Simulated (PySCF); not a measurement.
## Run report: C4H4F5O (charge −1), NMR shielding calculation

The run: NMR shielding calculation of C4H4F5O, charge −1, SMILES [O-]CCC(F)(F)C(F)(F)F. Method and program: GIAO PBE0/pcSseg-1 NMR shielding, non-relativistic, gas phase (PySCF 2.14.0).

The geometry comes from this level: GFN2-xTB. It belongs to a series of runs on one base structure; here: H on C replaced by C2F5. Figures and captions count atoms from 1; the log counts them from 0 in places.

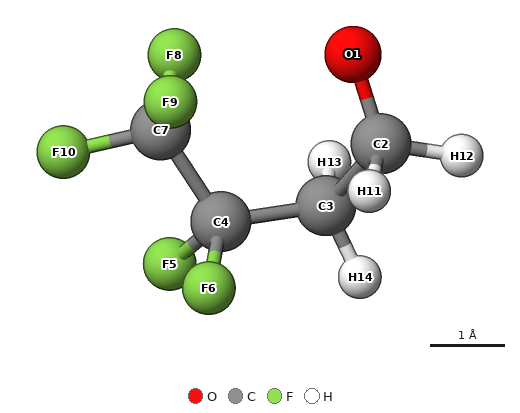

**Figure 1.** The structure as given in the input (ball-and-stick view, seen at a tilt; atoms are numbered from 1 in the order of the input). Bond lengths as drawn: C–C 1.49 to 1.63 Å, C–F 1.32 to 1.39 Å, C–H 1.09 to 1.14 Å and C–O 1.28 Å.

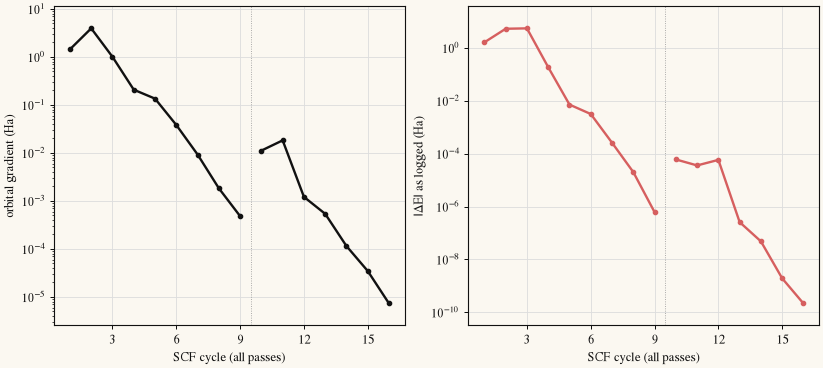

**Figure 2.** Convergence of the self-consistent field: orbital gradient and size of the energy change against the SCF cycle. The dotted line marks the change from a coarse to the final integration grid. The first 9 cycles use a coarse grid, the final grid takes over at cycle 10, and the field converges after 16 cycles in all.

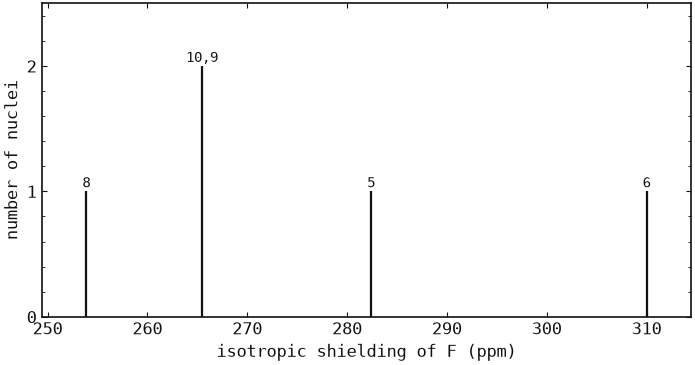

**Figure 3.** Isotropic shieldings of the fluorine nuclei in this fixed geometry, labelled by atom number; shielding grows to the right, so chemical shift grows to the left. The least shielded is F8 (253.9 ppm), the most shielded F6 (310.0 ppm).

The input and output of the run follow.

The input:
```
{"job": {"kind": "nmr", "xc": "PBE0", "basis": "pcSseg-1"}, "charge": -1, "multiplicity": 1}
O      0.797275     1.910675     0.205058
C      1.439416     0.811396     0.345543
C      0.860688    -0.409138    -0.569963
C     -0.479616    -0.843376    -0.078230
F     -1.060721    -1.773228    -0.939873
F     -0.409740    -1.524618     1.100534
C     -1.548931     0.258283     0.095158
F     -1.614700     1.093878    -0.932313
F     -1.468858     0.925254     1.230747
F     -2.779654    -0.337717     0.133739
H      1.450161     0.363401     1.396498
H      2.539969     0.830069     0.032653
H      0.749426    -0.029632    -1.584925
H      1.524608    -1.275720    -0.556355
```

The first line tells a small driver script what to run in PySCF; the rest is the geometry in Å.

Launch command:
```bash
OMP_NUM_THREADS=1 python <driver script> task.json out
```

What the program printed:
```
coarse grid: 13344 points
cycle   1  E = -728.0046623638  dE =  1.616e+00  |g| = 1.439e+00  |ddm| = 3.247e+00
cycle   2  E = -722.7402770610  dE =  5.264e+00  |g| = 3.939e+00  |ddm| = 8.098e+00
cycle   3  E = -728.1870726066  dE = -5.447e+00  |g| = 1.004e+00  |ddm| = 7.989e+00
cycle   4  E = -728.3720155540  dE = -1.849e-01  |g| = 2.075e-01  |ddm| = 1.041e+00
cycle   5  E = -728.3791457290  dE = -7.130e-03  |g| = 1.351e-01  |ddm| = 3.392e-01
cycle   6  E = -728.3822874311  dE = -3.142e-03  |g| = 3.816e-02  |ddm| = 2.210e-01
cycle   7  E = -728.3825455322  dE = -2.581e-04  |g| = 9.256e-03  |ddm| = 4.078e-02
cycle   8  E = -728.3825655350  dE = -2.000e-05  |g| = 1.832e-03  |ddm| = 1.047e-02
cycle   9  E = -728.3825661473  dE = -6.123e-07  |g| = 4.804e-04  |ddm| = 1.994e-03
final grid: 135552 points
cycle  10  E = -728.4853323936  dE = -6.020e-05  |g| = 1.117e-02  |ddm| = 2.991e-02
cycle  11  E = -728.4852966731  dE =  3.572e-05  |g| = 1.825e-02  |ddm| = 2.400e-02
cycle  12  E = -728.4853545816  dE = -5.791e-05  |g| = 1.212e-03  |ddm| = 1.755e-02
cycle  13  E = -728.4853548383  dE = -2.566e-07  |g| = 5.367e-04  |ddm| = 2.421e-03
cycle  14  E = -728.4853548862  dE = -4.796e-08  |g| = 1.144e-04  |ddm| = 6.495e-04
cycle  15  E = -728.4853548882  dE = -1.917e-09  |g| = 3.457e-05  |ddm| = 9.401e-05
cycle  16  E = -728.4853548884  dE = -2.151e-10  |g| = 7.275e-06  |ddm| = 3.038e-05
converged SCF energy = -728.4853548884

GIAO shielding tensors (ppm)
atom      isotropic    diamagn.    paramagn.     s11        s22        s33       span
  0 O      205.397     404.500    -199.104     40.092    256.858    319.240    279.148
  1 C      106.653     234.467    -127.814     69.344     80.487    170.127    100.783
  2 C      132.278     251.979    -119.701    116.796    123.206    156.833     40.036
  3 C       55.096     242.356    -187.260     26.986     67.239     71.063     44.077
  4 F      282.406     474.354    -191.948    162.320    328.742    356.156    193.836
  5 F      310.004     474.294    -164.290    211.622    347.436    370.952    159.330
  6 C       55.855     239.177    -183.321     48.215     54.727     64.623     16.408
  7 F      253.884     473.269    -219.385    170.453    272.027    319.171    148.718
  8 F      265.689     472.193    -206.505    186.344    271.412    339.310    152.966
  9 F      265.249     471.054    -205.805    175.940    254.278    365.529    189.589
 10 H       25.087      27.536      -2.449     20.662     24.817     29.781      9.120
 11 H       25.064      26.305      -1.241     19.153     24.206     31.832     12.680
 12 H       30.027      31.296      -1.269     26.623     28.317     35.142      8.519
 13 H       29.864      30.927      -1.063     26.441     29.444     33.707      7.266
```

Summary:

| quantity | value |
| --- | --- |
| outcome | converged |
| total energy | −728.485355 hartree |
| HOMO | 0.04 eV |
| LUMO | 5.72 eV |
| isotropic shielding, O | 205.4 ppm |
| isotropic shielding, C | 55.1 to 132.3 ppm |
| isotropic shielding, F | 253.9 to 310.0 ppm |
| isotropic shielding, H | 25.1 to 30.0 ppm |
| hardware | 1 CPU thread, shared host |
| wall time | 42 s |
| peak memory | 0.83 GiB |

Notes:

The highest filled orbital lies above zero: either the extra electron isn't bound at this level, or the self-interaction error of the functional lifts the level.
